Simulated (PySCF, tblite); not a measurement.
# C₄H₆F₂O₂Si: geometry, infrared bands and NMR shifts

Wanted: the infrared bands and NMR shifts of C₄H₆F₂O₂Si (`C=C1O[SiH2][C@@H](C(F)F)O1`), by calculation.

The runs use tblite 0.8.0 and PySCF 2.14.0, with density-fitted response routines of our own; the level of theory stands in each step. All values are computed, except where a source is named. Atoms count from 0, in the outputs and in this text.

**1. The molecule as given**

15 atoms, charge 0, multiplicity 1; geometry from: force field or distance geometry start.

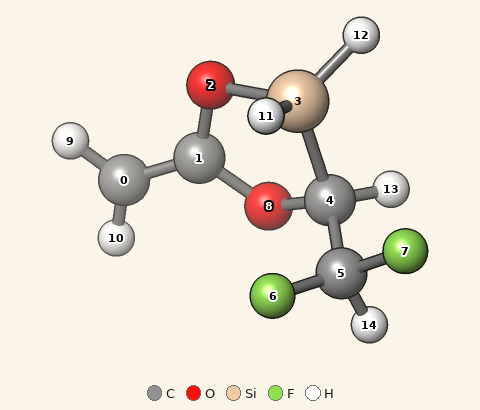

The starting geometry (carbon grey, oxygen red, silicon light orange, fluorine green, hydrogen white), atoms numbered.

**2. Relaxing the molecule with GFN2-xTB**

Job settings and geometry (Å):

```
{"job": {"kind": "relax", "xc": "GFN2-xTB", "basis": "xTB"}, "charge": 0, "multiplicity": 1}
C      2.643700    -0.217100    -0.647700
C      1.486400     0.258100    -0.111700
O      1.053900     1.519600    -0.328000
Si    -0.669900     1.484000    -0.055700
C     -0.636400    -0.207600     0.761900
C     -1.585500    -1.194100     0.146700
F     -1.379700    -1.460300    -1.171700
F     -2.856900    -0.668600     0.319000
O      0.708800    -0.494400     0.708500
H      3.244500     0.393300    -1.284400
H      2.976400    -1.222800    -0.459900
H     -1.306400     1.464100    -1.365500
H     -1.163900     2.537300     0.837400
H     -0.941800    -0.088000     1.817600
H     -1.577600    -2.095400     0.811800
```

The run is started by

```console
> OMP_NUM_THREADS=1 python probes_run.py task.json out
```

This one command runs all jobs of the session in turn.

The log of the run:

```text
step      E/eV     max force
  0    -842.68635    2.463
  1    -842.95219    2.005
  2    -843.09277    0.931
  3    -843.13574    0.456
  4    -843.16747    0.304
  5    -843.17905    0.282
  6    -843.19700    0.295
  7    -843.20902    0.328
  8    -843.22344    0.354
  9    -843.23432    0.278
 10    -843.24261    0.210
 11    -843.24775    0.172
 12    -843.25191    0.156
 13    -843.25556    0.148
 14    -843.25861    0.133
 15    -843.26201    0.176
 16    -843.26617    0.175
 17    -843.27014    0.159
 18    -843.27323    0.142
 19    -843.27587    0.135
 20    -843.27882    0.156
 21    -843.28257    0.162
 22    -843.28643    0.137
 23    -843.28951    0.143
 24    -843.29218    0.141
 25    -843.29518    0.150
 26    -843.29832    0.131
 27    -843.30095    0.119
 28    -843.30306    0.107
 29    -843.30510    0.148
 30    -843.30730    0.152
 31    -843.30955    0.120
 32    -843.31163    0.127
 33    -843.31348    0.105
 34    -843.31517    0.120
 35    -843.31659    0.099
 36    -843.31773    0.083
 37    -843.31870    0.087
 38    -843.31955    0.083
 39    -843.32038    0.099
 40    -843.32114    0.066
 41    -843.32152    0.045
 42    -843.32185    0.045
 43    -843.32212    0.040
 44    -843.32231    0.032
 45    -843.32246    0.038
 46    -843.32260    0.035
 47    -843.32271    0.031
 48    -843.32282    0.023
 49    -843.32292    0.025
 50    -843.32303    0.034
 51    -843.32317    0.041
 52    -843.32336    0.042
 53    -843.32357    0.035
 54    -843.32374    0.036
 55    -843.32386    0.024
 56    -843.32392    0.016
 57    -843.32399    0.025
 58    -843.32411    0.032
 59    -843.32423    0.028
 60    -843.32431    0.019
 61    -843.32435    0.017
 62    -843.32439    0.017
 63    -843.32446    0.026
 64    -843.32456    0.031
 65    -843.32466    0.027
 66    -843.32472    0.016
 67    -843.32475    0.012
 68    -843.32477    0.013
 69    -843.32480    0.016
 70    -843.32484    0.014
 71    -843.32488    0.013
 72    -843.32491    0.015
 73    -843.32493    0.013
 74    -843.32495    0.011
 75    -843.32496    0.007
```

Wall time 0.87 s (1 thread of Arm Neoverse N1, shared host).

The steps of the relaxation: (not every step is listed)

```
step  energy from step 0 (eV)  largest force (eV/Å)
   0                   0.0000                2.4627
   1                  -0.2658                2.0051
   2                  -0.4064                0.9306
   3                  -0.4494                0.4560
   4                  -0.4811                0.3037
   5                  -0.4927                0.2817
   6                  -0.5107                0.2949
   7                  -0.5227                0.3280
   8                  -0.5371                0.3540
  14                  -0.5723                0.1330
  20                  -0.5925                0.1555
  26                  -0.6120                0.1305
  32                  -0.6253                0.1268
  38                  -0.6332                0.0834
  44                  -0.6360                0.0324
  50                  -0.6367                0.0344
  56                  -0.6376                0.0156
  62                  -0.6380                0.0172
  68                  -0.6384                0.0131
  70                  -0.6385                0.0136
  71                  -0.6385                0.0132
  72                  -0.6386                0.0146
  73                  -0.6386                0.0127
  74                  -0.6386                0.0110
  75                  -0.6386                0.0070
```

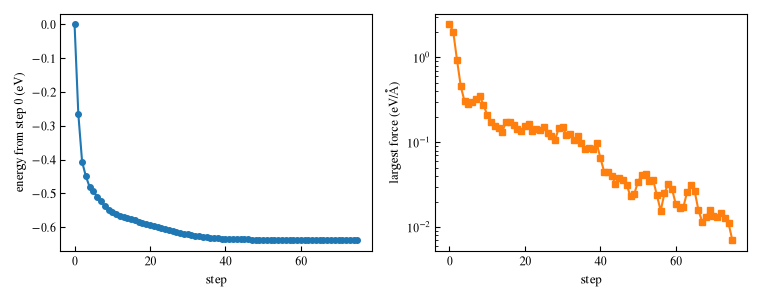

Energy and largest force along the relaxation.

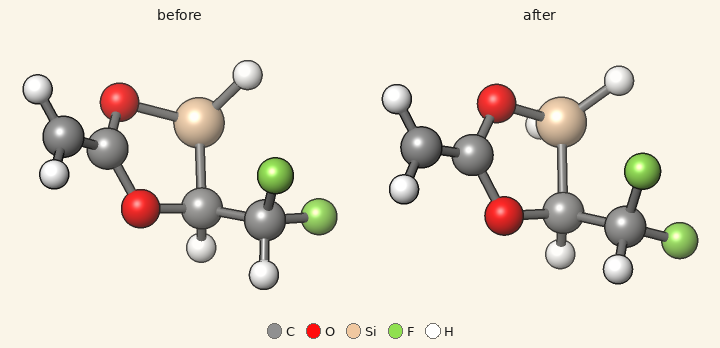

Before and after, at one scale.

Distances of close pairs at the start and the end, largest changes first:

```
  bond  before (Å)  after (Å)  change (Å)
O2–Si3       1.746      1.637      -0.108
Si3–C4       1.879      1.930      +0.051
 C4–O8       1.376      1.418      +0.042
 C0–C1       1.361      1.323      -0.038
 C5–F7       1.386      1.355      -0.031
 C4–C5       1.501      1.522      +0.021
C5–H14       1.120      1.100      -0.020
C4–H13       1.105      1.094      -0.011
```

The final coordinates are the input of the step that follows.

**3. Harmonic vibrations with GFN2-xTB**

Job settings and geometry (Å):

```
{"job": {"kind": "ir", "xc": "GFN2-xTB", "basis": "xTB"}, "charge": 0, "multiplicity": 1}
C      2.661111    -0.213760    -0.516364
C      1.433305     0.150036    -0.184932
O      0.850068     1.278562    -0.659408
Si    -0.686898     1.546289    -0.162007
C     -0.673508    -0.134519     0.786625
C     -1.589479    -1.186040     0.176782
F     -1.580172    -1.120800    -1.178960
F     -2.871567    -0.954868     0.550130
O      0.671185    -0.573658     0.682323
H      3.243176     0.391664    -1.180449
H      3.084285    -1.114671    -0.120647
H     -1.570543     1.574260    -1.309130
H     -0.732077     2.655805     0.780827
H     -0.922116    -0.076057     1.850679
H     -1.321183    -2.214251     0.462618
```

The log of the run:

```text
mode    cm-1     km/mol
  1      42.7      1.01
  2      59.0      1.60
  3     103.8      1.77
  4     170.6     17.27
  5     217.2      2.00
  6     316.9      3.66
  7     372.2     10.47
  8     445.3     21.68
  9     477.2      7.46
 10     522.8     15.24
 11     555.3     61.23
 12     581.5     27.09
 13     586.6     13.03
 14     643.8     69.62
 15     666.0     56.44
 16     690.3      0.16
 17     742.8     26.06
 18     773.8    167.85
 19     793.8     50.26
 20     817.9    133.39
 21     891.9     33.72
 22     955.6     90.57
 23     990.4    128.32
 24    1041.4    164.30
 25    1084.2    174.88
 26    1109.6     71.53
 27    1149.0    188.03
 28    1199.3    109.29
 29    1246.9      9.45
 30    1275.6     50.54
 31    1292.7     37.21
 32    1353.8     11.51
 33    1729.2    290.31
 34    2337.6    289.41
 35    2414.6    190.50
 36    2906.4     28.53
 37    2935.4     26.69
 38    3161.1      0.72
 39    3205.7      8.90
```

Wall time 0.92 s (1 thread of Arm Neoverse N1, shared host).

Which atoms move in the most intense modes:

```
cm⁻¹  km/mol                       atoms
 774   167.8          H11 45 %, H12 41 %
 818   133.4           O2 43 %, Si3 22 %
1041   164.3   C5 55 %, F7 25 %, C4 10 %
1084   174.9            O8 47 %, C4 40 %
1149   188.0  H13 34 %, C1 22 %, C4 20 %
1729   290.3            C1 59 %, C0 37 %
2338   289.4                    H12 96 %
2415   190.5                    H11 96 %
```

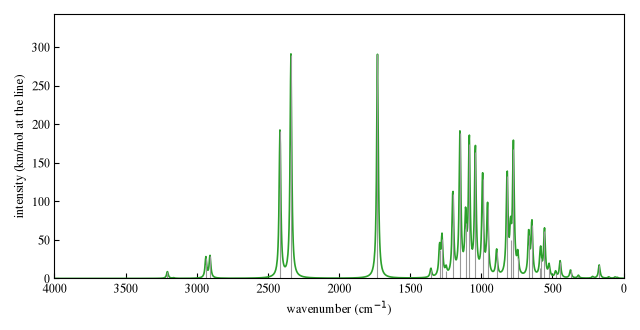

The infrared spectrum from these modes, unscaled. Lines are broadened to a width of 14 cm⁻¹ (Lorentzian).

**4. Shielding tensors: PBE0/pcSseg-1**

The job, as its differences from that of step 3:

```diff
@@ -1,2 +1,2 @@
-{"job": {"kind": "ir", "xc": "GFN2-xTB", "basis": "xTB"}, "charge": 0, "multiplicity": 1}
+{"job": {"kind": "nmr", "xc": "PBE0", "basis": "pcSseg-1"}, "charge": 0, "multiplicity": 1}
 C      2.661111    -0.213760    -0.516364
```

Method: GIAO PBE0/pcSseg-1 NMR shielding, non-relativistic, gas phase.

The log of the run:

```text
coarse grid: 14032 points
cycle   1  E = -794.6859723322  dE =  1.596e+00  |g| = 1.002e+00  |ddm| = 3.595e+00
cycle   2  E = -794.5102247054  dE =  1.757e-01  |g| = 1.434e+00  |ddm| = 1.655e+00
cycle   3  E = -794.8600708284  dE = -3.498e-01  |g| = 9.110e-02  |ddm| = 1.057e+00
cycle   4  E = -794.8612889603  dE = -1.218e-03  |g| = 5.159e-02  |ddm| = 1.080e-01
cycle   5  E = -794.8618077216  dE = -5.188e-04  |g| = 1.359e-02  |ddm| = 4.419e-02
cycle   6  E = -794.8618374784  dE = -2.976e-05  |g| = 4.263e-03  |ddm| = 1.113e-02
cycle   7  E = -794.8618409288  dE = -3.450e-06  |g| = 6.364e-04  |ddm| = 3.385e-03
final grid: 134616 points
cycle   8  E = -794.9488408792  dE = -3.374e-05  |g| = 1.273e-02  |ddm| = 2.369e-02
cycle   9  E = -794.9488035114  dE =  3.737e-05  |g| = 1.938e-02  |ddm| = 1.895e-02
cycle  10  E = -794.9488692457  dE = -6.573e-05  |g| = 1.308e-03  |ddm| = 1.205e-02
cycle  11  E = -794.9488696351  dE = -3.894e-07  |g| = 4.077e-04  |ddm| = 1.499e-03
cycle  12  E = -794.9488696688  dE = -3.364e-08  |g| = 1.173e-04  |ddm| = 3.728e-04
cycle  13  E = -794.9488696716  dE = -2.790e-09  |g| = 2.357e-05  |ddm| = 1.034e-04
cycle  14  E = -794.9488696717  dE = -1.103e-10  |g| = 6.566e-06  |ddm| = 2.385e-05
converged SCF energy = -794.9488696717

GIAO shielding tensors (ppm)
atom      isotropic    diamagn.    paramagn.     s11        s22        s33       span
  0 C      120.216     252.534    -132.319     47.451    146.321    166.876    119.426
  1 C       14.962     254.209    -239.247    -82.237     48.320     78.802    161.039
  2 O      224.492     396.954    -172.462    157.906    246.127    269.443    111.536
  3 Si     362.414     880.537    -518.123    324.978    340.591    421.673     96.695
  4 C      112.482     252.810    -140.329     84.778     99.012    153.654     68.876
  5 C       64.132     241.000    -176.868     49.996     66.703     75.697     25.701
  6 F      308.872     475.605    -166.733    221.137    341.500    363.980    142.843
  7 F      315.394     470.354    -154.960    215.195    334.090    396.897    181.702
  8 O      205.952     399.865    -193.913    147.427    203.502    266.928    119.501
  9 H       27.991      29.340      -1.349     24.888     26.215     32.870      7.981
 10 H       28.013      30.206      -2.193     24.995     26.262     32.781      7.787
 11 H       26.398      29.342      -2.944     23.148     24.975     31.070      7.922
 12 H       26.654      29.119      -2.465     23.039     24.136     32.786      9.747
 13 H       27.461      31.010      -3.549     23.332     27.443     31.607      8.276
 14 H       25.264      28.189      -2.926     23.037     24.035     28.720      5.682
```

Wall time 54 s (1 thread of Arm Neoverse N1, shared host); peak memory 0.84 GiB.

The references, computed at this level on geometries of the same kind, shield at (ppm): ¹H TMS 31.72, ¹³C TMS 186.9, ²⁹Si TMS 349.2, ¹⁹F CFCl3 170.9, ¹⁷O H2O 336.1. Their shielding less the atom's gives the shift. The references are single molecules in the gas phase, so shifts against H2O, NH3, PH3, H3PO4 or CFCl3 are not on the usual liquid scales and can be off by tens of ppm.

```
atoms                                                  environment  σ (ppm)  δ (ppm)  δ scaled to CDCl3
   C1                                 alkene carbon bearing oxygen     15.0    172.0              165.9
   C5                                         sp3 CH bonded to 2 F     64.1    122.8              117.9
   C4                                    sp3 CH bonded to O and Si    112.5     74.4               70.7
   C0                β carbon of an enol-ether or enamine type C=C    120.2     66.7               63.2
  H14                          hydrogen on an sp3 CH bonded to 2 F    25.26     6.45               6.19
  H11   hydrogen on a silicon bonded to C, O, in a 5-membered ring    26.40     5.32                  –
  H12   hydrogen on a silicon bonded to C, O, in a 5-membered ring    26.65     5.06                  –
  H13                     hydrogen on an sp3 CH bonded to O and Si    27.46     4.26               4.12
   H9  hydrogen on a β carbon of an enol-ether or enamine type C=C    27.99     3.73               3.62
  H10  hydrogen on a β carbon of an enol-ether or enamine type C=C    28.01     3.70               3.60
   O8                                                 ether oxygen    206.0    130.1                  –
   O2                 oxygen bonded to C, Si, in a 5-membered ring    224.5    111.6                  –
  Si3            silicon bonded to C, O, 2 H, in a 5-membered ring    362.4    -13.3                  –
   F6                                      fluorine of a CF2 group    308.9   -137.9                  –
   F7                                      fluorine of a CF2 group    315.4   -144.4                  –
```

The scaled column applies a straight-line fit of computed shieldings to shifts measured in CDCl3, and one for carbons that bear F (root-mean-square error 0.16 ppm for H, 1.9 ppm for C).

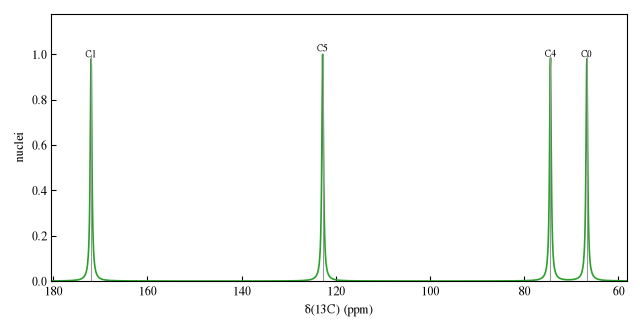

¹³C lines at the computed shifts, without couplings. Lines are broadened to a width of 0.42 ppm (Lorentzian).

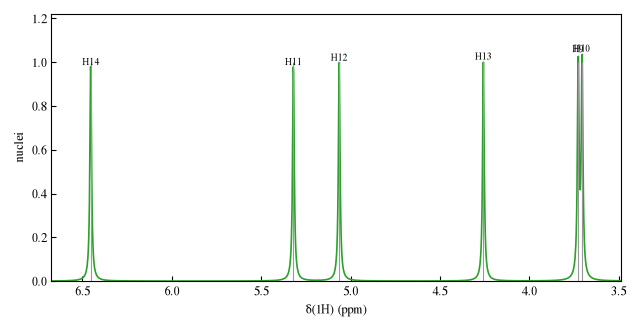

¹H lines at the computed shifts, without couplings. Lines are broadened to a width of 0.01 ppm (Lorentzian).

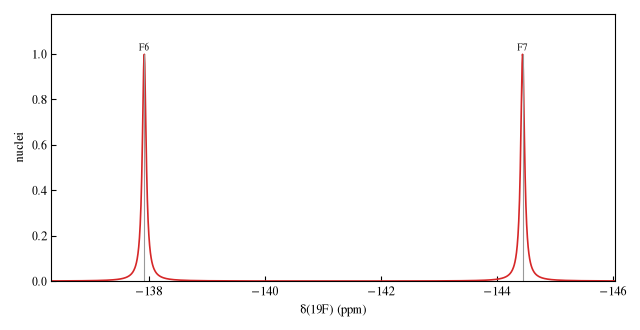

¹⁹F lines at the computed shifts, without couplings. Lines are broadened to a width of 0.08 ppm (Lorentzian).

The run also stored atomic charges by several schemes (e):

```
atoms  Mulliken    IAO  Hirshfeld  ESP fit
   C0     -0.20  -0.46      -0.18    -0.81
   C1      0.38   0.38       0.13     0.54
   O2     -0.58  -0.59      -0.20    -0.40
  Si3      0.84   0.99       0.42     0.64
   C4     -0.29  -0.23      -0.07    -0.11
   C5      0.55   0.44       0.14     0.26
   F6     -0.30  -0.30      -0.09    -0.19
   F7     -0.30  -0.31      -0.10    -0.22
   O8     -0.46  -0.34      -0.11    -0.33
```

Hirshfeld charges:

C0 -0.18; C1 0.13; O2 -0.20; Si3 0.42; C4 -0.07; C5 0.14; F6 -0.09; F7 -0.10; O8 -0.11; H9 0.04; H10 0.04; H11 -0.06; H12 -0.06; H13 0.05; H14 0.05

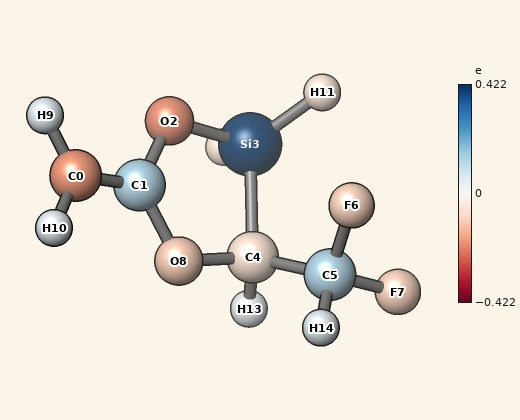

Hirshfeld charges, as colours on the atoms.

Mayer bond orders: C0–C1 1.85, C1–O2 0.97, O2–Si3 0.96, Si3–C4 0.83, C4–C5 0.97, C5–F6 0.95, C5–F7 0.95, C4–O8 0.89, O8–C1 1.00.

Ring of atoms C1, O2, Si3, C4, O8: NICS(0) -7.7, NICS(1) -3.3, NICS(1)zz -6.3 ppm (means of both faces).

**5. Outcome**

```
                                 quantity                                   value
strongest single infrared mode (GFN2-xTB)                   1729 cm⁻¹, 290 km/mol
             zero-point energy (GFN2-xTB)                           59.8 kcal/mol
   ¹³C shifts against TMS (PBE0/pcSseg-1)            172.0, 122.8, 74.4, 66.7 ppm
    ¹H shifts against TMS (PBE0/pcSseg-1)  6.45, 5.32, 5.06, 4.26, 3.73, 3.70 ppm
   ¹⁷O shifts against H2O (PBE0/pcSseg-1)                        130.1, 111.6 ppm
  ²⁹Si shifts against TMS (PBE0/pcSseg-1)                               -13.3 ppm
 ¹⁹F shifts against CFCl3 (PBE0/pcSseg-1)                      -137.9, -144.4 ppm
```

Relaxing lowered the energy by 0.639 eV in 75 steps; the close pair that moved most is O2–Si3, from 1.746 to 1.637 Å. No mode is imaginary among the 39: a minimum at this level. The strongest single mode, at 1729 cm⁻¹, moves mainly C1 and C0. GFN2-xTB is a fitted tight-binding method: band positions and strengths are rough. Its intensities can rank the bands wrongly. The most deshielded carbon is C1 (alkene carbon bearing oxygen), at 172.0 ppm: an sp2 carbon further deshielded by the attached heteroatom. H14 (hydrogen on an sp3 CH bonded to 2 F) lies farthest downfield among hydrogen, at 6.45 ppm; its carbon carries F, an electronegative neighbour. At PBE0/pcSseg-1: The largest span, 182 ppm, is at F7, where the paramagnetic term is -155 ppm.
